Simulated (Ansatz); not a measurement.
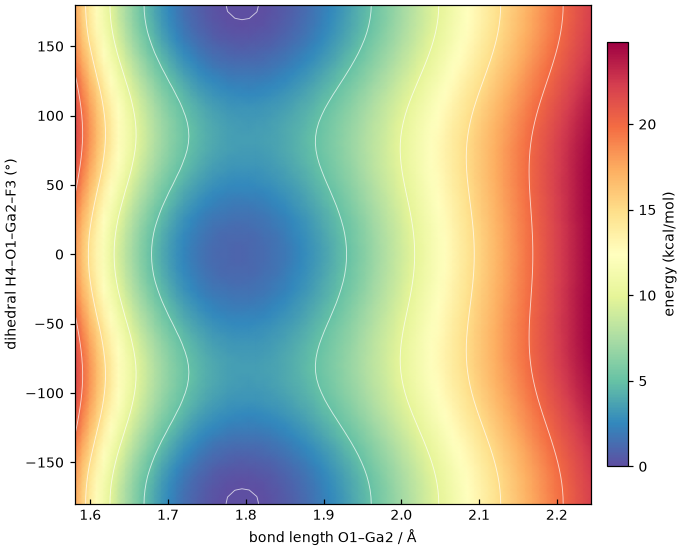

FGaHO, SMILES [OH][Ga][F], spin multiplicity 2. 
- The first coordinate is: bond length O1–Ga2; the second: dihedral H4–O1–Ga2–F3.
- Nothing is relaxed (all other coordinates rigid).
- The grid has 15 × 15 points; 120 points were computed and 105 follow by symmetry.
- Points are written as (first, second).
- Energies: kcal/mol, counted from the lowest grid point.
- The calculation used UKS PBE0-D4/def2-TZVP (Ansatz).

In the figure: a smooth colour map with a few white contour lines. Between grid points the surface is interpolated.

The lowest grid point is at (1.817 Å, −180°). A higher local minimum lies near (1.770 Å, −12°) (1.2 kcal/mol above the lowest at that grid point). The highest grid point, (2.244 Å, −36°), lies 24.8 kcal/mol above the lowest. On the interpolated surface the easiest way out of the lowest well to the well at about (1.79 Å, 0°) passes a barrier of about 3.5 kcal/mol, counted from the interpolated bottom of the well. Round the minimum the two coordinates are nearly uncoupled.

The level of theory is changed to UHF-MP2, frozen core/def2-TZVP in Ansatz; with it change the reference geometry, relaxed at the new level; the new grid has 9 × 9 points, laid about the new relaxed structure.

### What will the new map look like?

The minimum (interpolated where it lies between grid points) moves from about (1.795 Å, −180°) to about (1.788 Å, −180°). The easiest pass out of the lowest well goes from about 3.5 to about 3.9 kcal/mol on the interpolated surfaces.

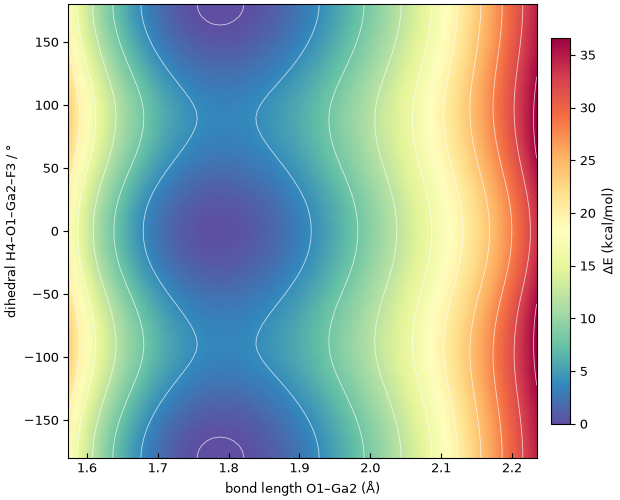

The map after the change, on a colour scale of its own. The picture shows a smooth colour map with a few white contour lines. Between grid points the surface is interpolated.
